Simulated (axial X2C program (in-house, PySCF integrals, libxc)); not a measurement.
**ScB⁺: bond curves with and without spin–orbit coupling**

What are the state, bond length, wavenumber and bond energy of ScB⁺, and what does spin–orbit coupling change?

Method: all-electron X2C, Sc dyall-cv3z, B dyall-v3z; program: an in-house X2C program for linear molecules on PySCF integrals.

All values are calculated.

**1. Input**

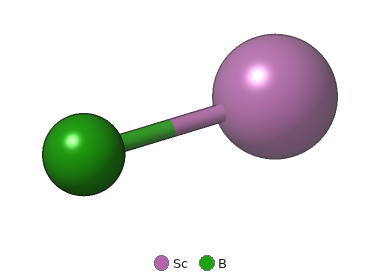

The two atoms at 2.330 Å (scandium pink, boron green).

File task.json:

```json
{
 "zs": [
  21,
  5
 ],
 "q": 1,
 "bas": [
  "dyall-cv3z",
  "dyall-v3z"
 ],
 "levels": [
  "PBE0",
  "HF",
  "BHandHLYP"
 ],
 "cc": true,
 "r0": 2.33,
 "thr": -2.0,
 "nmax": 90,
 "npts": 10,
 "nst": 2,
 "ntry": 6
}
```

Keys: zs atomic numbers; q charge; bas basis sets; levels methods (HF also brings MP2); cc coupled cluster on or off; r0 starting distance in Å; thr threshold in hartree for freezing inner shells (an s shell follows its p shell); nmax most natural virtual spinors; npts points asked for on the curve; nst determinants followed; ntry starts of the search.

Command:

```
> python so2c.py task.json out
```

Spin-free means the one-electron spin-free X2C Hamiltonian; two-component (2c) means X2C with spin–orbit coupling and atomic mean-field two-electron Coulomb and Gaunt terms. Basis: Sc dyall-cv3z contracted to [10s11p7d5f2g], B dyall-v3z contracted to [7s6p2d1f]; Gaussian nuclei, density fitting. Masses: Sc 44.956 u, B 11.009 u.

Notation: σ, π±, δ± give the projection m of an orbital's angular momentum (0, ±1, ±2), α and β its spin, Λ and M_S the sums; ω is the projection of a spinor's total angular momentum and Ω the sum. Logs are in hartree.

The results follow Hamiltonian by Hamiltonian and level by level.

**2. State search with PBE0**

PBE0 moves the distance from 2.330 Å to 2.110 Å and compares determinants there.

Spin-free determinants:

```json
{"ΔE (eV)": "0.00", "state": "M_S = 3/2, Λ = 0", "open shells": "beyond closed shells: σα, π+α, π-α"}
{"ΔE (eV)": "0.36", "state": "M_S = 1/2, Λ = 0", "open shells": "beyond closed shells: σβ, π+α, π-α"}
{"ΔE (eV)": "0.86", "state": "M_S = 1/2, Λ = 0", "open shells": "beyond closed shells: σα, π+β, π-α"}
{"ΔE (eV)": "0.96", "state": "M_S = 3/2, Λ = 1", "open shells": "beyond closed shells: 2 × σα, π+α"}
{"ΔE (eV)": "1.10", "state": "M_S = 1/2, Λ = 1", "open shells": "beyond closed shells: π+α, π+β, π-α"}
{"ΔE (eV)": "1.13", "state": "M_S = 3/2, Λ = 3", "open shells": "beyond closed shells: σα, π+α, δ+α"}
{"ΔE (eV)": "1.18", "state": "M_S = 3/2, Λ = 1", "open shells": "beyond closed shells: σα, π-α, δ+α"}
```

Two-component determinants:

```tsv
ΔE (eV)	state	open shells
0.00	Ω = 3/2	excess of +ω over −ω: ω = 3/2
0.36	Ω = 1/2	excess of +ω over −ω: 2 × ω = -1/2, ω = 3/2
0.85	Ω = 1/2	excess of +ω over −ω: ω = 1/2
0.87	Ω = 1/2	excess of +ω over −ω: ω = 1/2
0.97	Ω = 5/2	excess of +ω over −ω: 2 × ω = 1/2, ω = 3/2
1.19	Ω = 5/2	excess of +ω over −ω: ω = 5/2
1.26	Ω = 7/2	excess of +ω over −ω: ω = -1/2, ω = 3/2, ω = 5/2
```

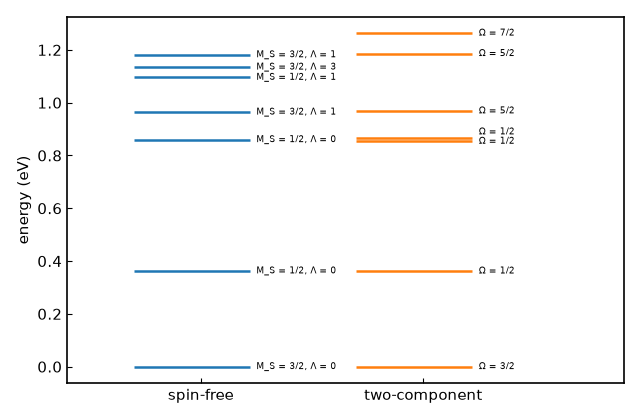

The determinants found, each set from its own lowest.

**3. PBE0, spin-free**

State followed: M_S = 3/2, Λ = 0 (beyond closed shells: σα, π+α, π-α). The scan is laid around 2.110 Å, a first estimate of the minimum, and this SCF restarts from the orbitals of the search.

The SCF at the reference distance of 2.110 Å:

```text
spin-free X2C-1e  PBE0
basis functions 173  fitting functions 951  grid points 5078
iter        total energy     max residual
   1       -788.493152761     2.72e-05
   2       -788.493152746     5.79e-05
   3       -788.493152794     1.58e-05
   4       -788.493152803     7.04e-06
   5       -788.493152808     1.75e-06
   6       -788.493152808     5.36e-07
converged
one-electron -1125.56545861  Coulomb 353.64879865  exact exchange -10.50911619  xc functional -32.40083976  nuclear repulsion 26.33346310
```

Along the bond, energies from the lowest point:

| R (Å) | E (eV) | μ (D) | HOMO (eV) | LUMO (eV) | iterations |
| --- | --- | --- | --- | --- | --- |
| 1.836 | 0.4817 | -4.42 | -10.92 | -7.81 | 14 |
| 1.920 | 0.2057 | -4.50 | -10.82 | -7.81 | 14 |
| 1.983 | 0.0837 | -4.50 | -10.78 | -7.80 | 13 |
| 2.047 | 0.0187 | -4.47 | -10.76 | -7.77 | 13 |
| 2.110 | 0.0000 | -4.41 | -10.76 | -7.73 | 6 |
| 2.184 | 0.0248 | -4.33 | -10.76 | -7.68 | 13 |
| 2.258 | 0.0886 | -4.23 | -10.66 | -7.62 | 13 |
| 2.353 | 0.2113 | -4.10 | -10.48 | -7.55 | 13 |
| 2.469 | 0.4008 | -3.91 | -10.28 | -7.47 | 13 |
| 2.638 | 0.7103 | -3.60 | -10.00 | -7.39 | 12 |

Dipoles are positive if B is the positive end and refer to the centre of mass.

Outer orbitals at the reference distance:

```
symmetry  occupied  ε (eV)              atomic character
      σα       yes  -16.47   58% B s, 14% Sc d, 12% Sc s
      σβ       yes  -14.20   54% B s, 15% Sc d, 14% Sc s
     π+α       yes  -10.95    61% Sc d, 33% B p, 3% Sc p
     π-α       yes  -10.95    61% Sc d, 33% B p, 3% Sc p
      σα       yes  -10.76    62% B p, 18% Sc d, 8% Sc s
      σα        no   -7.73   52% Sc s, 31% Sc d, 8% Sc p
     δ-α        no   -7.15                      99% Sc d
     δ+α        no   -7.15                      99% Sc d
      σβ        no   -7.14  58% Sc s, 14% Sc p, 13% Sc d
```

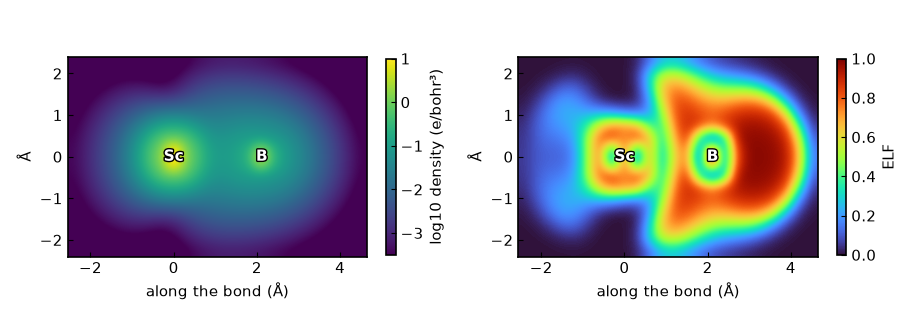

PBE0 fields in a plane through the axis, from a grid of 0.3 Å; Sc lies at z = 0 and B at z = 2.110 Å; the ELF is damped to zero where the density is low.

Re = 2.108 Å, ωe = 537 cm⁻¹, ωexe = 2.88 cm⁻¹, Be = 0.4291 cm⁻¹, De = 2.46 eV, μ = -4.41 D.

**4. HF, spin-free**

Output at 2.110 Å:

```text
spin-free X2C-1e  HF
basis functions 173  fitting functions 951  grid points 5078
iter        total energy     max residual
   1       -787.619661621     1.48e-01
   2       -787.636625323     1.21e-02
   3       -787.639629707     9.40e-03
   4       -787.641082430     5.34e-03
   5       -787.642381548     3.67e-03
   6       -787.643297532     1.75e-03
   7       -787.643553284     6.27e-04
   8       -787.643611787     4.54e-04
   9       -787.643639264     2.51e-04
  10       -787.643647027     9.76e-05
  11       -787.643648345     6.96e-05
  12       -787.643648526     1.22e-05
  13       -787.643648536     3.49e-06
  14       -787.643648537     1.09e-06
converged
one-electron -1125.01114095  Coulomb 353.12235374  exact exchange -42.08832443  xc functional 0.00000000  nuclear repulsion 26.33346310
```

Re = 2.233 Å, ωe = 437 cm⁻¹, ωexe = 5.97 cm⁻¹, Be = 0.3824 cm⁻¹, De = 0.196 eV, μ = -4.74 D.

**5. BHandHLYP, spin-free**

The SCF at the reference distance of 2.110 Å:

```text
spin-free X2C-1e  BHandHLYP
basis functions 173  fitting functions 951  grid points 5078
iter        total energy     max residual
   1       -788.681413438     4.60e-02
   2       -788.683041635     5.97e-03
   3       -788.682938799     7.41e-03
   4       -788.683751578     1.82e-03
   5       -788.683945211     1.54e-03
   6       -788.684119246     4.85e-04
   7       -788.684134126     1.72e-04
   8       -788.684135196     4.14e-05
   9       -788.684135343     6.56e-06
  10       -788.684135347     4.54e-06
  11       -788.684135348     1.89e-06
converged
one-electron -1125.58175135  Coulomb 353.68179616  exact exchange -21.03237432  xc functional -22.08526894  nuclear repulsion 26.33346310
```

Re = 2.148 Å, ωe = 508 cm⁻¹, ωexe = 4.17 cm⁻¹, Be = 0.413 cm⁻¹, De = 1.51 eV, μ = -4.53 D.

**6. MP2 and beyond, spin-free**

Correlated methods: 13 electrons correlated (frozen shells, counted by type: Sc 2 s, 1 p; B 1 s), 281 virtual spinors in MP2, 90 natural virtuals in coupled cluster.

Output of the correlated part at 2.110 Å:

```text
correlated 13  virtual 281  natural virtual 90  E(MP2) -0.384101506  MP2 remainder -0.017973932
iter   CCSD correlation   residual
   1     -0.385468931   1.31e-01
   2     -0.396708572   6.47e-02
   3     -0.399721327   3.13e-02
   4     -0.400020851   1.59e-02
   5     -0.400555597   7.94e-03
   6     -0.400723979   3.52e-03
   7     -0.400732447   1.02e-03
   8     -0.400750012   3.93e-04
   9     -0.400742002   1.72e-04
  10     -0.400744514   8.43e-05
  11     -0.400743276   3.20e-05
  12     -0.400743736   1.55e-05
  13     -0.400743687   6.46e-06
  14     -0.400743676   2.62e-06
(T) -0.018125085  T1 0.0465  D1 0.1285  max T2 0.148
```

T1 in the output is the amplitude norm over the root of the electron number; divide by √2 for the Lee–Taylor value.

MP2: Re = 2.056 Å, ωe = 585 cm⁻¹, Be = 0.451 cm⁻¹, De = 1.67 eV.

CCSD: Re = 2.131 Å, ωe = 554 cm⁻¹, ωexe = 3.33 cm⁻¹, Be = 0.4199 cm⁻¹, De = 1.53 eV. T1 at Re = 0.033 (Lee–Taylor, the printed value over √2).

CCSD(T): Re = 2.123 Å, ωe = 553 cm⁻¹, ωexe = 2.49 cm⁻¹, Be = 0.423 cm⁻¹, De = 1.79 eV. T1 at Re = 0.033 (Lee–Taylor, the printed value over √2).

**7. A higher determinant, spin-free**

State: M_S = 1/2, Λ = 0 (beyond closed shells: σβ, π+α, π-α).

Output at the reference distance:

```text
spin-free X2C-1e  PBE0
basis functions 173  fitting functions 951  grid points 5078
iter        total energy     max residual
   1       -788.479833867     1.75e-05
   2       -788.479833849     4.70e-05
   3       -788.479833877     6.54e-06
   4       -788.479833879     4.21e-06
converged
one-electron -1125.62975865  Coulomb 353.71860465  exact exchange -10.50648648  xc functional -32.39565650  nuclear repulsion 26.33346310
```

| R (Å) | E above the lowest PBE0 point (eV) |
| --- | --- |
| 1.836 | 0.768 |
| 1.920 | 0.512 |
| 1.983 | 0.408 |
| 2.047 | 0.363 |
| 2.110 | 0.362 |
| 2.184 | 0.405 |
| 2.258 | 0.482 |
| 2.353 | 0.616 |
| 2.469 | 0.810 |

Re = 2.078 Å, ωe = 550 cm⁻¹, ωexe = 3.23 cm⁻¹, Be = 0.4414 cm⁻¹, μ = -4.45 D. ⟨S²⟩ = 1.77 against 0.75 for a pure state, so this determinant mixes spins. Te = 0.36 eV.

**8. The spin-free curves together**

Energy (eV) of the followed determinant, spin-free, from each level's lowest point:

| R (Å) | PBE0 | HF | MP2 | CCSD | CCSD(T) | BHandHLYP |
| --- | --- | --- | --- | --- | --- | --- |
| 1.836 | 0.482 | n/a | n/a | n/a | n/a | 0.536 |
| 1.920 | 0.206 | 0.491 | 0.111 | 0.265 | 0.242 | 0.270 |
| 1.983 | 0.084 | 0.285 | 0.030 | 0.122 | 0.109 | 0.131 |
| 2.047 | 0.019 | 0.143 | 0.000 | 0.036 | 0.030 | 0.044 |
| 2.110 | 0.000 | 0.055 | 0.015 | 0.000 | 0.000 | 0.001 |
| 2.184 | 0.025 | 0.006 | 0.080 | 0.011 | 0.017 | 0.000 |
| 2.258 | 0.089 | 0.000 | 0.184 | 0.068 | 0.079 | 0.039 |
| 2.353 | 0.211 | 0.035 | 0.356 | 0.191 | 0.210 | 0.131 |
| 2.469 | 0.401 | 0.116 | 0.598 | n/a | n/a | 0.285 |
| 2.638 | 0.710 | 0.262 | 0.956 | n/a | n/a | 0.542 |

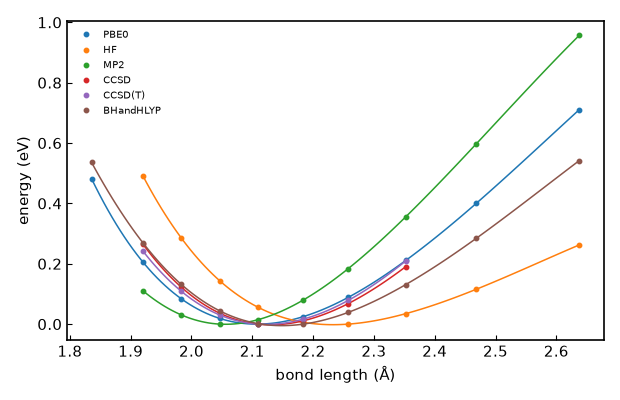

Curves of the followed state, spin-free, each from its own lowest point.

**9. PBE0, 2c**

State followed: Ω = 3/2 (excess of +ω over −ω: ω = 3/2). The scan is laid around 2.110 Å, a first estimate of the minimum, and this SCF restarts from the orbitals of the search.

The SCF at the reference distance of 2.110 Å:

```text
two-component X2C + atomic mean field  PBE0
basis functions 173  fitting functions 951  grid points 5078
iter        total energy     max residual
   1       -788.332683486     1.37e-05
   2       -788.332683495     1.88e-05
   3       -788.332683500     7.51e-06
   4       -788.332683505     3.89e-06
   5       -788.332683507     7.74e-07
converged
one-electron -1125.15703257  Coulomb 353.55316123  exact exchange -10.50632497  xc functional -32.39221795  nuclear repulsion 26.33346310  atomic mean-field constant -0.16373236
```

Along the bond, energies from the lowest point:

| R (Å) | E (eV) | μ (D) | HOMO (eV) | LUMO (eV) | iterations |
| --- | --- | --- | --- | --- | --- |
| 1.836 | 0.4806 | -4.42 | -10.92 | -7.81 | 14 |
| 1.920 | 0.2051 | -4.50 | -10.82 | -7.81 | 14 |
| 1.983 | 0.0834 | -4.50 | -10.78 | -7.80 | 13 |
| 2.047 | 0.0186 | -4.46 | -10.76 | -7.77 | 13 |
| 2.110 | 0.0000 | -4.41 | -10.76 | -7.73 | 5 |
| 2.184 | 0.0248 | -4.32 | -10.76 | -7.67 | 13 |
| 2.258 | 0.0885 | -4.23 | -10.66 | -7.62 | 13 |
| 2.353 | 0.2112 | -4.09 | -10.48 | -7.54 | 13 |
| 2.469 | 0.4004 | -3.90 | -10.27 | -7.47 | 13 |
| 2.638 | 0.7094 | -3.60 | -9.99 | -7.39 | 13 |

Dipoles are positive if B is the positive end and refer to the centre of mass.

Outer spinors at the reference distance:

```tsv
ω	occupied	ε (eV)	atomic character	λ mixture
1/2	yes	-16.47	58% B s, 14% Sc d, 12% Sc s	100% σ
-1/2	yes	-14.20	54% B s, 15% Sc d, 14% Sc s	100% σ
-1/2	yes	-10.96	61% Sc d, 33% B p, 3% Sc p	100% π
3/2	yes	-10.95	61% Sc d, 33% B p, 3% Sc p	100% π
1/2	yes	-10.76	62% B p, 18% Sc d, 8% Sc s	100% σ
1/2	no	-7.73	52% Sc s, 31% Sc d, 8% Sc p	100% σ
-3/2	no	-7.16	99% Sc d	99% δ, 1% π
5/2	no	-7.15	99% Sc d	100% δ
-1/2	no	-7.14	58% Sc s, 14% Sc p, 13% Sc d	100% σ
```

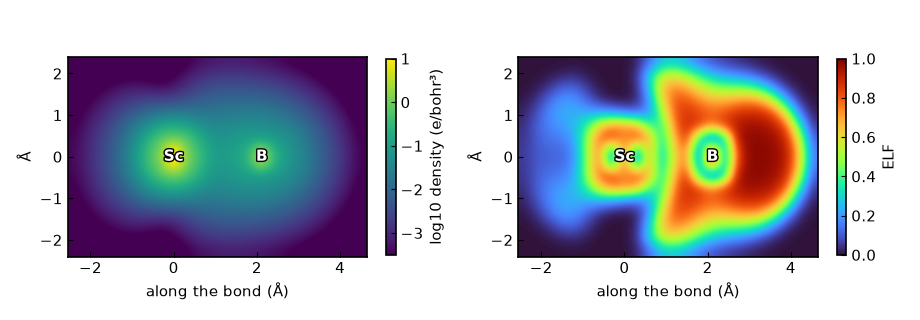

PBE0 fields in a plane through the axis, from a grid of 0.3 Å; Sc lies at z = 0 and B at z = 2.110 Å; the ELF is damped to zero where the density is low.

Re = 2.108 Å, ωe = 536 cm⁻¹, ωexe = 2.86 cm⁻¹, Be = 0.4291 cm⁻¹, De = 2.46 eV, μ = -4.41 D.

**10. HF, 2c**

Output at 2.110 Å:

```text
two-component X2C + atomic mean field  HF
basis functions 173  fitting functions 951  grid points 5078
iter        total energy     max residual
   1       -787.459440456     1.48e-01
   2       -787.476401121     1.21e-02
   3       -787.479409318     9.42e-03
   4       -787.480865003     5.36e-03
   5       -787.482170211     3.69e-03
   6       -787.483092655     1.75e-03
   7       -787.483349899     6.26e-04
   8       -787.483408458     4.54e-04
   9       -787.483435896     2.51e-04
  10       -787.483443651     1.12e-04
  11       -787.483444995     6.96e-05
  12       -787.483445201     2.72e-05
  13       -787.483445238     2.32e-05
  14       -787.483445258     2.46e-05
  15       -787.483445184     1.78e-05
  16       -787.483445118     6.22e-06
  17       -787.483445118     5.81e-06
  18       -787.483445123     4.40e-06
  19       -787.483445130     1.57e-06
  20       -787.483445131     5.36e-07
converged
one-electron -1124.60509001  Coulomb 353.02923584  exact exchange -42.07732171  xc functional 0.00000000  nuclear repulsion 26.33346310  atomic mean-field constant -0.16373236
```

Re = 2.234 Å, ωe = 436 cm⁻¹, ωexe = 6.02 cm⁻¹, Be = 0.3821 cm⁻¹, De = 0.197 eV, μ = -4.73 D.

**11. BHandHLYP, 2c**

The SCF at the reference distance of 2.110 Å:

```text
two-component X2C + atomic mean field  BHandHLYP
basis functions 173  fitting functions 951  grid points 5078
iter        total energy     max residual
   1       -788.520931807     4.60e-02
   2       -788.522562341     5.97e-03
   3       -788.522462522     7.40e-03
   4       -788.523272989     1.83e-03
   5       -788.523467611     1.55e-03
   6       -788.523642628     4.88e-04
   7       -788.523657564     1.73e-04
   8       -788.523658644     4.33e-05
   9       -788.523658797     6.80e-06
  10       -788.523658804     5.16e-06
  11       -788.523658807     3.95e-06
  12       -788.523658808     2.67e-06
converged
one-electron -1125.17368534  Coulomb 353.58655184  exact exchange -21.02681864  xc functional -22.07943741  nuclear repulsion 26.33346310  atomic mean-field constant -0.16373236
```

Re = 2.149 Å, ωe = 508 cm⁻¹, ωexe = 4.23 cm⁻¹, Be = 0.4129 cm⁻¹, De = 1.51 eV, μ = -4.52 D.

**12. MP2 and beyond, 2c**

Correlated methods: 13 electrons correlated (frozen shells, counted by type: Sc 2 s, 1 p; B 1 s), 281 virtual spinors in MP2, 90 natural virtuals in coupled cluster.

Output of the correlated part at 2.110 Å:

```text
correlated 13  virtual 281  natural virtual 90  E(MP2) -0.384214349  MP2 remainder -0.017972786
iter   CCSD correlation   residual
   1     -0.385584503   1.31e-01
   2     -0.396831588   6.47e-02
   3     -0.399844550   3.14e-02
   4     -0.400147372   1.59e-02
   5     -0.400683480   7.95e-03
   6     -0.400852575   3.53e-03
   7     -0.400861010   1.03e-03
   8     -0.400878666   3.95e-04
   9     -0.400870608   1.73e-04
  10     -0.400873139   8.51e-05
  11     -0.400871887   3.29e-05
  12     -0.400872354   1.65e-05
  13     -0.400872301   7.65e-06
  14     -0.400872288   4.04e-06
(T) -0.018135342  T1 0.0465  D1 0.1285  max T2 0.148
```

MP2: Re = 2.056 Å, ωe = 584 cm⁻¹, Be = 0.4511 cm⁻¹, De = 1.66 eV.

CCSD: Re = 2.131 Å, ωe = 553 cm⁻¹, ωexe = 3.35 cm⁻¹, Be = 0.4199 cm⁻¹, De = 1.53 eV. T1 at Re = 0.033 (Lee–Taylor, the printed value over √2).

CCSD(T): Re = 2.123 Å, ωe = 553 cm⁻¹, ωexe = 2.51 cm⁻¹, Be = 0.423 cm⁻¹, De = 1.78 eV. T1 at Re = 0.033 (Lee–Taylor, the printed value over √2).

**13. A higher determinant, 2c**

State: Ω = 1/2 (excess of +ω over −ω: 2 × ω = -1/2, ω = 3/2).

Output at the reference distance:

```text
two-component X2C + atomic mean field  PBE0
basis functions 173  fitting functions 951  grid points 5078
iter        total energy     max residual
   1       -788.319376343     1.72e-05
   2       -788.319376363     1.92e-05
   3       -788.319376370     1.00e-05
   4       -788.319376382     4.27e-06
   5       -788.319376385     8.37e-07
   6       -788.319376385     2.60e-07
converged
one-electron -1125.22108523  Coulomb 353.62269755  exact exchange -10.50369203  xc functional -32.38702742  nuclear repulsion 26.33346310  atomic mean-field constant -0.16373236
```

| R (Å) | E above the lowest PBE0 point (eV) |
| --- | --- |
| 1.836 | 0.767 |
| 1.920 | 0.511 |
| 1.983 | 0.407 |
| 2.047 | 0.362 |
| 2.110 | 0.362 |
| 2.184 | 0.405 |
| 2.258 | 0.482 |
| 2.353 | 0.615 |
| 2.469 | 0.809 |

Re = 2.078 Å, ωe = 549 cm⁻¹, ωexe = 3.23 cm⁻¹, Be = 0.4415 cm⁻¹, μ = -4.45 D. Te = 0.36 eV.

**14. The 2c curves together**

Energy (eV) of the followed determinant, 2c, from each level's lowest point:

| R (Å) | PBE0 | HF | MP2 | CCSD | CCSD(T) | BHandHLYP |
| --- | --- | --- | --- | --- | --- | --- |
| 1.836 | 0.481 | n/a | n/a | n/a | n/a | 0.535 |
| 1.920 | 0.205 | 0.493 | 0.111 | 0.265 | 0.242 | 0.269 |
| 1.983 | 0.083 | 0.286 | 0.030 | 0.122 | 0.108 | 0.131 |
| 2.047 | 0.019 | 0.144 | 0.000 | 0.036 | 0.030 | 0.044 |
| 2.110 | 0.000 | 0.056 | 0.015 | 0.000 | 0.000 | 0.002 |
| 2.184 | 0.025 | 0.007 | 0.080 | 0.011 | 0.017 | 0.000 |
| 2.258 | 0.089 | 0.000 | 0.184 | 0.068 | 0.079 | 0.039 |
| 2.353 | 0.211 | 0.034 | 0.356 | 0.190 | 0.210 | 0.131 |
| 2.469 | 0.400 | 0.114 | 0.597 | n/a | n/a | 0.284 |
| 2.638 | 0.709 | 0.260 | 0.955 | n/a | n/a | 0.540 |

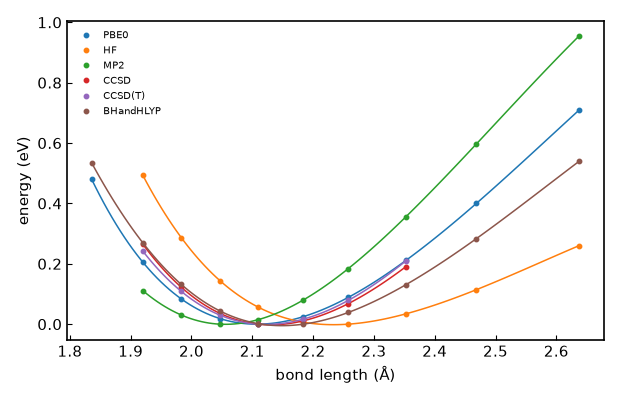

Curves of the followed state, 2c, each from its own lowest point.

Time for the job: 3.4 min (1 thread of Arm Neoverse V1, shared host).

**15. What came out**

Lowest determinant that the search found at its distance, spin-free: M_S = 3/2, Λ = 0 (beyond closed shells: σα, π+α, π-α).

Lowest determinant that the search found at its distance, 2c: Ω = 3/2 (excess of +ω over −ω: ω = 3/2).

```csv
Hamiltonian,level,Re (Å),ωe (cm⁻¹),De (eV),μ (D)
spin-free,PBE0,2.108,537,2.46,-4.41
spin-free,HF,2.233,437,0.196,-4.74
spin-free,MP2,2.056,585,1.67,n/a
spin-free,CCSD,2.131,554,1.53,n/a
spin-free,CCSD(T),2.123,553,1.79,n/a
spin-free,BHandHLYP,2.148,508,1.51,-4.53
2c,PBE0,2.108,536,2.46,-4.41
2c,HF,2.234,436,0.197,-4.73
2c,MP2,2.056,584,1.66,n/a
2c,CCSD,2.131,553,1.53,n/a
2c,CCSD(T),2.123,553,1.78,n/a
2c,BHandHLYP,2.149,508,1.51,-4.52
```

Dipoles are positive if B is the positive end and refer to the centre of mass.

Time per point (s) on 1 thread of Arm Neoverse V1, shared host (2c runs; CCSD comes with the CCSD(T) run); the times are rough: PBE0 0.48, HF 0.75, MP2 1.2, CCSD(T) 7, BHandHLYP 1.

What this shows: At CCSD(T), going from spin-free to two-component changes Re by 0 mÅ, ωe by 0.0 %; the spin-free picture holds up (part of it comes from the scalar share of the two-electron terms). De moves by -0.01 eV; both De rest on single-determinant atoms, which can miss part of an open shell's spin–orbit lowering.

De refers to Sc+ + B, each in the lowest determinant found, which need not be this curve's own limit. The state is a single determinant with fixed occupations, the lowest that a limited PBE0 search found. Dissociation energies refer to the lowest single-determinant-based atoms at the same level and basis. Density functionals use the spin component along the axis (collinear). Coupled cluster ran in a truncated set of natural virtual spinors; the MP2 energy of the rest was added. With several unpaired electrons one determinant need not be a pure state. Some points did not converge and are left out. T1 at Re is 0.033 (Lee–Taylor), above the customary mark of 0.02.
